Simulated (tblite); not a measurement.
# C6H11Cl2FSi: the cost of one run

Programs: tblite 0.8.0 and PySCF 2.14.0, with density-fitted response routines of our own. Each step states its level of theory. These are calculated values for one molecule in the gas phase, unless marked as measured. Atoms are numbered from 0 throughout.

### 1 The starting structure

21 atoms, charge 0, multiplicity 1; geometry from: force field or distance geometry start.

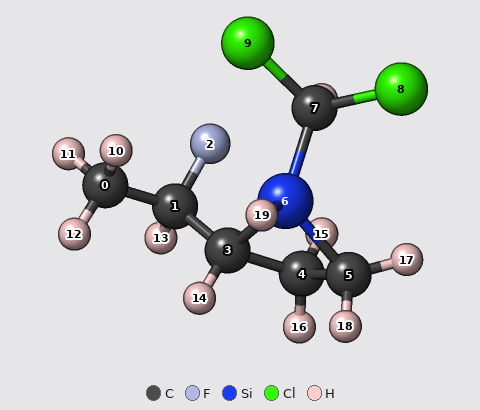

As it starts; carbon dark grey, fluorine light blue, silicon blue, chlorine green, hydrogen pink, atoms numbered.

### 2 Optimising the geometry with GFN2-xTB

The job: settings as JSON, then the geometry in Å.

```
{"job": {"kind": "relax", "xc": "GFN2-xTB", "basis": "xTB"}, "charge": 0, "multiplicity": 1}
C     -2.272900     0.945800     0.880200
C     -1.497900     0.620700    -0.382300
F     -0.689000     1.669800    -0.685100
C     -0.633500    -0.612100    -0.217100
C      0.220700    -1.013400    -1.461800
C      1.378400    -1.675700    -0.671200
Si     1.000800    -0.486600     0.751000
C      1.874800     1.103300     0.597300
Cl     3.631400     0.820800     0.734800
Cl     1.349800     2.201000     1.896900
H     -1.625700     1.162700     1.725400
H     -2.893200     1.840600     0.717000
H     -2.947400     0.124900     1.174500
H     -2.187600     0.475900    -1.207300
H     -1.224200    -1.464400     0.156600
H      0.544000    -0.156100    -2.071100
H     -0.288700    -1.694700    -2.152700
H      2.369900    -1.588100    -1.125600
H      1.202300    -2.718600    -0.399300
H      0.978400    -1.149700     2.095500
H      1.700500     1.611100    -0.356400
```

Launch:

```bash
> OMP_NUM_THREADS=1 python probes_run.py task.json out
```

One launch serves the whole session: the jobs run in the order shown.

Q: Estimate the wall time of this first job on 1 thread of Arm Neoverse V1, shared host.

About 1.9 s.
